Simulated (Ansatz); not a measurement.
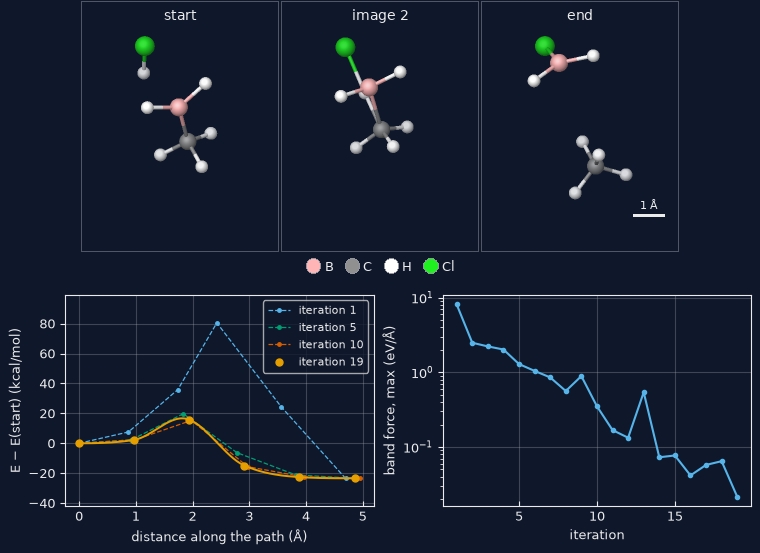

A nudged-elastic-band calculation for CH₆BCl, made up at the start of CH5B and HCl. Images are numbered from 0 (start) to 5 (end). The plot follows the band through its iterations. A ball-and-stick model, seen from a free direction.

These are results of Ansatz, RKS B3LYP/def2-SVP, not measurements. Settings: 4 movable images; no climbing image; force threshold 0.03 eV/Å; iteration limit 60; starting path through a guess of the saddle point.

Q: Did the band converge, and can the barrier be trusted?

A: The run is converged, with reservations. The band converged in 19 iterations. The largest component of the band force went from 8.1 to 0.022 eV/Å. No image climbed, so the highest image needn't lie on the saddle point, and the true maximum along this path can be higher. The first iteration put the highest image at 80.5 kcal/mol. The highest point, image 2, lies 15.8 kcal/mol above the start and 39.2 kcal/mol above the end; the end is at −23.4 kcal/mol relative to the start.

Limits of the set-up: the start holds two separate molecules, 2.9 Å apart at their closest, whose relative position is a soft coordinate and is computed without a dispersion correction.

Cost: 2.8 min on 1 thread of Arm Neoverse V2, on a shared host, peak memory 0.16 GiB.
